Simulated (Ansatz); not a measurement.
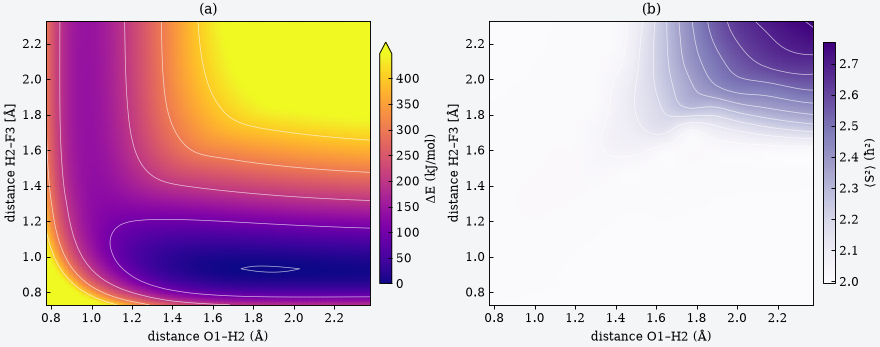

The system O + HF, spin multiplicity 3. 
- Coordinates scanned: (1) distance O1–H2; (2) distance H2–F3.
- Nothing is relaxed (the angle O1–H2–F3 is fixed at 180 degrees).
- The grid has 17 × 17 points.
- Energies are in kJ/mol, from the lowest grid point.
- In part of the range the unrestricted reference is strongly spin-contaminated.
- The calculation used UKS PBE0-D4/def2-SVPD in Ansatz.

Panel (a) is the energy and panel (b) the computed ⟨S²⟩ on the same grid.

In the figure: a smooth colour map with a few white contour lines, one colour for all values above the top of the scale. Between grid points the surface is interpolated.

Q: How does the ⟨S²⟩ vary over the map, and what is it at the lowest grid point?

A: Leaving out the highest fifth of the energies, it runs from 2.00 ħ² at distance O1–H2 = 1.426 Å, distance H2–F3 = 0.728 Å to 2.15 ħ² at distance O1–H2 = 1.533 Å, distance H2–F3 = 1.949 Å. At the lowest grid point, distance O1–H2 = 1.877 Å, distance H2–F3 = 0.910 Å, it is 2.00 ħ².
